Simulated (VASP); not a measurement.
# Molecular dynamics of CH$_{14}$O$_{8}$ (part 5 of 5)

CH$_{14}$O$_{8}$ (disordered cell, 23 atoms in the cell); Kohn-Sham DFT of a periodic cell, PBE with D3(BJ), VASP PAW PBE potentials, recommended, no spin polarisation (VASP 6.6.1); cutoff 520 eV, 1×1×1 k-mesh, fermi-dirac of 0.02 eV. It belongs to a series of runs on one base structure; here: dynamics from the start.

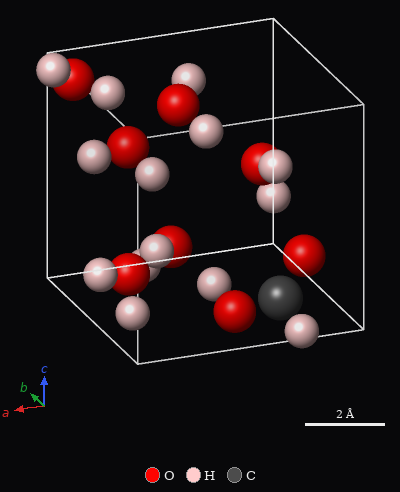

Figure 1. The geometry at step 26 of the log (spheres-only view of the cell of the calculation, seen at an oblique angle).

Trajectory as extended XYZ, continued
```
23
Lattice="6.2403 0.0000 0.0000 0.0000 6.2403 0.0000 0.0000 0.0000 6.2403" Properties=species:S:1:pos:R:3:forces:R:3 step=13 energy=-118.55412 temperature=252.8
O     3.3807    4.4051    5.0823   -0.2211   0.2399  -0.9535
O     5.8003    5.5468    5.7440   -0.1338  -1.0713   0.1052
O     4.7766    1.3613    2.5291    0.4003   0.2782  -0.3766
O     1.5089    3.0878    3.6225   -0.3328  -0.3084  -0.6751
O     5.0804    3.4550    1.0074   -0.2970  -0.7444   0.5307
O     5.6962    2.0242    5.1118   -0.2777  -0.3563   0.8331
O     3.1634    0.9524    0.5934    1.7355   0.0685   1.3252
O     1.2662    0.9990    1.8404   -0.3429   0.3916   1.3749
H     3.3291    3.9120    5.8963    0.2756  -0.3942   1.1634
H     2.7766    3.8884    4.4932    0.1407   0.2851  -0.2165
H     5.8817    0.2673    5.6839   -0.3050   0.5250  -0.2679
H     4.9611    5.2552    5.2923    0.2162   0.4115   0.1329
H     4.8184    2.2955    2.0944    0.3076  -0.5773   0.3452
H     5.6579    0.9584    2.2596   -0.6461   0.3912   0.1986
H     0.9615    3.7564    3.1604    0.2059  -0.0558   0.0709
H     1.5546    2.3110    2.9789   -0.0140   0.3961   0.4769
H     5.4857    4.2850    0.7239    0.2951   1.3420  -0.0034
H     5.3121    2.8900    0.2287   -0.2138  -0.4678  -0.3296
H     0.1650    2.5410    4.7088    0.9374   0.3414  -0.4787
H     5.1090    1.8276    4.3639   -0.4678  -0.2006  -0.5293
H     3.6908    0.9283    1.5106    0.3294   0.1911  -0.4534
H     1.4426    0.9570    6.0567   -0.8391   0.2822  -0.5459
C     1.9042    1.0225    0.7960   -0.7452  -0.9684  -1.7236
23
Lattice="6.2403 0.0000 0.0000 0.0000 6.2403 0.0000 0.0000 0.0000 6.2403" Properties=species:S:1:pos:R:3:forces:R:3 step=26 energy=-118.42298 temperature=234.5
O     3.3733    4.3676    5.0706    0.1582   0.0250   0.4967
O     5.8087    5.5473    5.6973   -0.2682   0.7457  -0.2190
O     4.7686    1.3837    2.4971   -0.8332   1.5499  -0.2819
O     1.5703    3.0811    3.6541   -0.1921  -0.4000   0.1034
O     5.0996    3.4651    0.9915    0.5652   0.4688  -0.9591
O     5.6912    2.0485    5.1410    0.0228  -0.0157  -0.3377
O     3.1762    0.9594    0.6225   -0.5968   0.0460  -0.6410
O     1.2356    1.0206    1.8473    0.7645   0.2982  -0.5961
H     3.2800    3.8803    5.9292    0.1060   0.3546  -0.8532
H     2.7617    3.9675    4.4001    0.2100  -0.1322   0.5172
H     5.9483    0.2996    5.6029   -0.4639  -1.1456   0.0404
H     4.9239    5.3461    5.2719    0.3638   0.0759   0.2542
H     4.7783    2.3339    2.0176    0.3249  -0.8494   0.7782
H     5.6472    1.0667    2.2382    0.8281  -0.4419  -0.1556
H     0.9551    3.7065    3.2503   -0.1976   0.2954  -0.4623
H     1.5801    2.2686    3.0780   -0.0220   0.1602  -0.0721
H     5.5212    4.3637    0.6942   -0.7202  -1.1809   0.3454
H     5.2379    2.8496    0.1645   -0.1090   0.9012   0.8138
H     0.1452    2.6388    4.7547    0.1509  -0.3607  -0.0212
H     5.0961    1.8536    4.3763   -0.0167   0.0077  -0.0682
H     3.7523    0.9382    1.4770    0.1690   0.1351   0.5853
H     1.3022    1.0159    6.0131    1.0936   0.2146   1.1088
C     1.8872    1.0329    0.7723   -1.3302  -0.7397  -0.3856
23
Lattice="6.2403 0.0000 0.0000 0.0000 6.2403 0.0000 0.0000 0.0000 6.2403" Properties=species:S:1:pos:R:3:forces:R:3 step=39 energy=-118.34082 temperature=262.4
O     3.3794    4.3587    5.0648    0.4309  -0.0321   0.8463
O     5.8039    5.5529    5.6452   -0.4662   0.1954  -0.2341
O     4.7816    1.4368    2.4700    0.5490  -1.7860   0.5932
O     1.6049    3.0760    3.6709   -1.4926   0.5770  -0.7625
O     5.1153    3.4863    0.9765   -0.4666   0.4938   1.7401
O     5.7075    2.0786    5.1528   -0.4129  -0.2246  -1.1198
O     3.1915    0.9851    0.6540   -1.7428  -0.0691   0.3765
O     1.2169    1.0598    1.8479    0.1799  -0.1810  -0.5429
H     3.3468    3.7243    5.8290   -0.0505   0.6628  -0.7829
H     2.7486    4.0376    4.3877    0.0216  -0.3235   0.1538
H     5.9298    0.2762    5.5239    0.0782   0.0370   0.1516
H     4.8947    5.4217    5.2658    0.1421  -0.3829   0.1507
H     4.8366    2.3451    2.1248    0.2711   1.4469  -0.6046
H     5.6707    1.0396    2.1819   -0.5004   0.3842   0.2321
H     0.9423    3.6656    3.2105    0.7851  -0.3881   0.3626
H     1.5697    2.2536    3.1197    0.2493  -0.1639  -0.1564
H     5.3877    4.3765    0.6932    0.2333   0.6315  -0.1406
H     5.1412    2.9647    0.1673    0.3376  -0.8326  -1.1141
H     0.1794    2.6563    4.7774    0.0515  -0.3307   0.0458
H     5.1282    1.8777    4.3586    0.4376   0.1562   0.5755
H     3.8304    1.0328    1.5840   -0.7107   0.0496  -0.5807
H     1.3662    1.1144    6.0713   -0.6356  -0.1317  -1.3835
C     1.8529    1.0223    0.7658    2.7075   0.2235   2.1951
```

This output came from the following input.

INCAR
```
ALGO     = Normal         # electronic algorithm
EDIFF    = 1E-5           # SCF threshold, eV
ENCUT    = 520            # plane-wave cutoff, eV
GGA      = PE             # functional
IBRION   = 0              # ionic algorithm
ISIF     = 2              # what is computed and relaxed
ISMEAR   = -1             # smearing method
ISYM     = 0            
IVDW     = 12             # dispersion correction
LANGEVIN_GAMMA= 20 20 20     
LASPH    = T              # aspherical terms in the spheres
LCHARG   = F              # write CHGCAR
LREAL    = Auto         
LWAVE    = F              # write WAVECAR
MDALGO   = 3            
NELM     = 100            # most SCF steps
NELMIN   = 4            
NSW      = 40             # ionic steps
POTIM    = 0.5            # step
PREC     = Accurate       # precision mode
RANDOM_SEED= 664411 0 0   
SIGMA    = 0.02           # smearing width, eV
TEBEG    = 300.0        
TEEND    = 300.0
```

KPOINTS
```
k-points
0
Gamma
  1 1 1
```

POSCAR
```
H14CO8
1.0
    6.2402510000      0.0000000000      0.0000000000
    0.0000000000      6.2402510000      0.0000000000
    0.0000000000      0.0000000000      6.2402510000
O H C
8 14 1
Direct
    0.5422258100      0.7128063600      0.8154910900
   -0.0746867100      0.8865441100      0.9289176600
    0.7681260900      0.2167774300      0.4094668600
    0.2324931800      0.4950628200      0.5732865800
    0.8097192000      0.5536582800      0.1666339300
    0.9136499000      0.3221877000      0.8146415200
    0.5118048000      0.1512762000      0.0949165600
    0.2087175300      0.1569641200      0.2954132900
    0.5585485300      0.6302591200      0.9472375100
    0.4501623700      0.6260521000      0.7225240200
   -0.0718091700      1.0421659000      0.9092202100
   -0.2043715900      0.8420177200      0.8497853000
    0.7885404300      0.3636845200      0.3458013600
    0.9058551100      0.1484769800      0.3736357500
    0.1651998200      0.6086559800      0.4903379600
    0.2475940200      0.3733626800      0.4726617400
    0.8658457500      0.6973188900      0.1292395200
    0.8447700300      0.4675426100      0.0365176100
    1.0329877000      0.3951956600      0.7388015800
    0.8150831800      0.2856842200      0.6967627900
    0.5979552000      0.1537840900      0.2364958000
    0.2188667200      0.1651237900     -0.0355389600
    0.3047251100      0.1584539200      0.1215331100
```

Run as:
```bash
cat potpaw_PBE.64/O/POTCAR potpaw_PBE.64/H/POTCAR potpaw_PBE.64/C/POTCAR > POTCAR
mpirun -np 1 vasp_gam > vasp.out
```

Results in brief

```csv
quantity,value
outcome,finished
mean temperature over the second half,242 K
trajectory,"40 frames kept"
electrons treated,66
potential energy (free energy of the electrons) (last step),−118.3408 eV
dispersion energy (last step),−0.8478 eV
Fermi energy of the self-consistent step (last step),−2.723 eV
pressure (without the kinetic term) (last step),0.11 GPa
final volume (last step),243.00 Å³
largest force (length of the vector) (last step),3.493 eV/Å
hardware,"1 thread of AMD EPYC (Zen 5), 450 GiB of memory available, shared host"
wall time,4.5 min
peak memory,0.32 GiB
```

Remarks

The k-point mesh is coarse for a cell of this size, so the results may not be converged.
